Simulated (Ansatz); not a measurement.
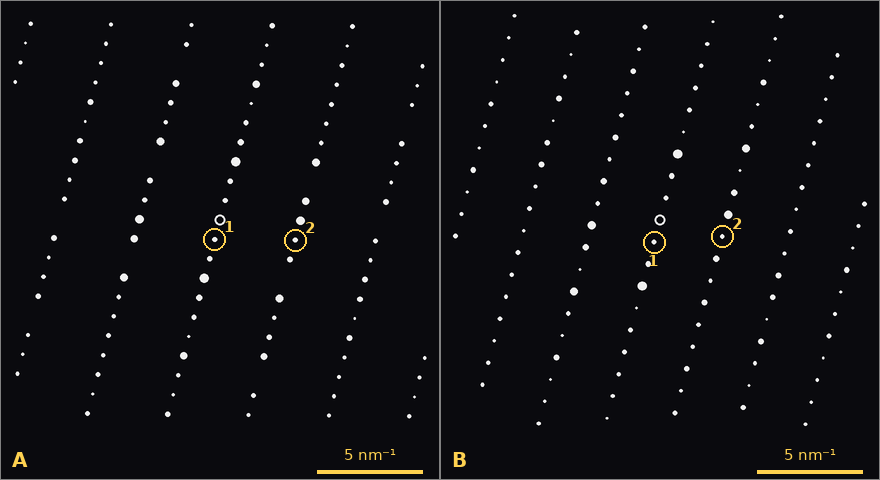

Kinematic electron diffraction patterns (200 kV, B = 0.5 Å², same scale) along [010] of the run's own cell, for the start and the end of one relaxation of B2Br with Ansatz, DFT, PAW plane waves, pbe. k mesh 9×9×3. The start is a generated model structure, and the relaxation ends in the nearest stationary point of its symmetry, not necessarily the ground state. Spot 1 is 0 0 -1 and spot 2 is -1 0 0 in both.

Start structure:

```yaml
crystal:
  lattice:
    - [3.74535, 0.00000, 0.00000]
    - [-1.87267, 3.24356, 0.00000]
    - [0.00000, 0.00000, 9.17408]
  atoms:
    - { symbol: B, position: [0.00000, 0.00000, 0.38000] }
    - { symbol: B, position: [0.00000, 0.00000, 0.62000] }
    - { symbol: B, position: [0.66670, 0.33330, 0.02300] }
    - { symbol: B, position: [0.33330, 0.66670, 0.97700] }
    - { symbol: Br, position: [0.66670, 0.33330, 0.30600] }
    - { symbol: Br, position: [0.33330, 0.66670, 0.69400] }
```

Which pattern belongs to the start structure, and which to the relaxed one?

Answer. B is the start: its cell gives d(1) = 9.174 Å, d(2) = 3.244 Å and an angle of 90.0°. A is the relaxed structure, with d(1) = 10.403 Å (+13.4 %), d(2) = 2.685 Å (-17.2 %) and 90.0°.

Name reflections whose intensity changes strongly on relaxation.

Answer. 1 0 2 fades out of sight; 0 0 4 goes from 0.44 to 25 % of the strongest spot; 0 0 7 goes from 3.6 to 40 % of the strongest spot; 1 0 3 goes from 15 to 57 % of the strongest spot.

What did the relaxation do to the structure and the energy?

Answer. The volume changed by -22.3 % to 14.43 Å³ an atom; with the mean shift removed, the atoms moved by up to 0.45 Å relative to the cell (B most); the space group stayed P-3m1 (No. 164); the free energy fell by 650 meV an atom. Relaxed cell: a = 3.100 Å, b = 3.100 Å, c = 10.403 Å, α = 90.00°, β = 90.00°, γ = 120.00°.
